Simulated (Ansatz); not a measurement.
# SnH3Cl (SMILES [Cl][SnH3]): the energy, rung by rung

SnH3Cl has 5 atoms, charge 0, and is taken as a singlet. SMILES: `[Cl][SnH3]`. Geometry: relaxed at PBE0-D4/def2-TZVP.

```tsv
atom	x (Å)	y (Å)	z (Å)
Cl	-1.8394	0.3324	1.0299
Sn	0.1689	-0.0445	-0.0975
H	-0.1205	0.3629	-1.7224
H	0.5227	-1.6942	0.1111
H	1.3182	0.9699	0.6374
```

Each level gives the energy change with the Sn2–H4 bond stretched from 1.700 to 2.550 Å (eV). The values are calculated.

| level | kind | program | value (eV) | less FCI/STO-3G |
| --- | --- | --- | --- | --- |
| HF/STO-3G (restricted) | Hartree–Fock | Ansatz | 3.96 | +1.17 |
| SVWN5/STO-3G (restricted) | LDA | Ansatz | 3.02 | +0.23 |
| PBE/STO-3G (restricted) | GGA | Ansatz | 2.88 | +0.09 |
| r2SCAN/STO-3G (restricted) | meta-GGA | Ansatz | 3.10 | +0.31 |
| B3LYP/STO-3G (restricted) | global hybrid | Ansatz | 3.12 | +0.33 |
| wB97M-V/STO-3G (restricted) | range-separated hybrid | Ansatz | 3.35 | +0.56 |
| B2PLYP/STO-3G (restricted) | double hybrid | Ansatz | 3.26 | +0.47 |
| RPA@PBE/STO-3G (restricted) | RPA | Ansatz | 2.88 | +0.09 |
| CCSDTQ/STO-3G (restricted) | coupled cluster or CI | Ansatz | 2.79 | 0.00 |
| FCI/STO-3G | exact in the basis | Ansatz | 2.79 | 0.00 |

FCI/STO-3G is exact within its basis and frozen core, so for wave-function methods in that basis the difference is their error; functionals converge differently with the basis, so for them it is only a difference. A spin-restricted reference rises too steeply as a bond breaks; here HF/STO-3G, wB97M-V/STO-3G, B2PLYP/STO-3G lie well above the multireference or unrestricted value. All-electron rows without a relativistic Hamiltonian named are non-relativistic. The first shape isn't each level's own minimum. The values span 2.79 to 3.96 eV. All rows use very small basis sets, so none should be taken for the real molecule's value. In the correlated wave-function rows the outer d shell of Sn is correlated, in sets not made for it.

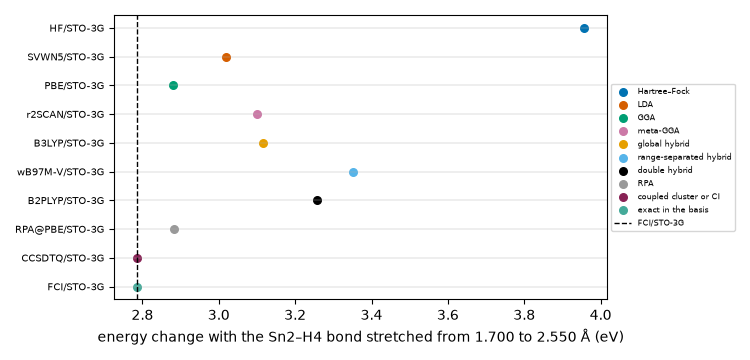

The values of the table, level by level.
